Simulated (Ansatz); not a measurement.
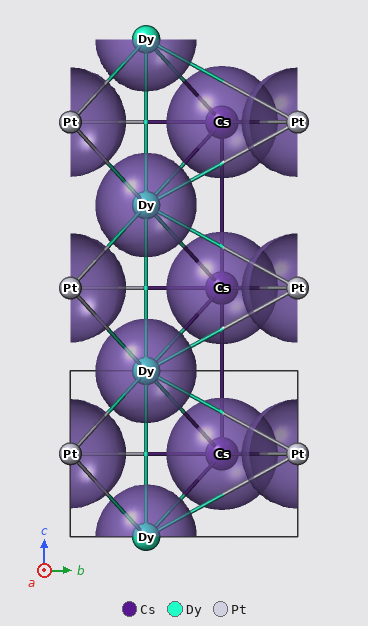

Figure. CsDyPt. Isosurface of the valence electron density at 0.5 e/Å³ (purple), seen along the a axis. Sticks mark near contacts.

Space group P-6m2; a structure generated by program, which may or may not match a known phase; computed without spin polarisation; no Hubbard U on the f states and no spin–orbit coupling.

The calculation used DFT PBE, scalar-relativistic, plane waves, PAW; 4f electrons in the core of a trivalent norm-conserving potential in Ansatz.

Core electrons are replaced by pseudopotentials, and the valence fields are smoothed inside the atomic spheres.

> Which contacts does the surface bridge?

At this value the density breaks into separate islands; it holds about 70 % of the electrons treated as valence (semicore included). It bridges none of the near contacts. It is pinched off along the sampled Cs–Pt (3.08 Å), Cs–Cs (3.37 Å), Dy–Dy (3.37 Å) and Dy–Pt (3.51 Å) contacts. On the grid the lowest density along these lines, outside the cores, is 0.22 e/Å³ (Cs–Pt, 3.08 Å), 0.12 e/Å³ (Cs–Cs, 3.37 Å), 0.16 e/Å³ (Dy–Dy, 3.37 Å) and 0.12 e/Å³ (Dy–Pt, 3.51 Å).
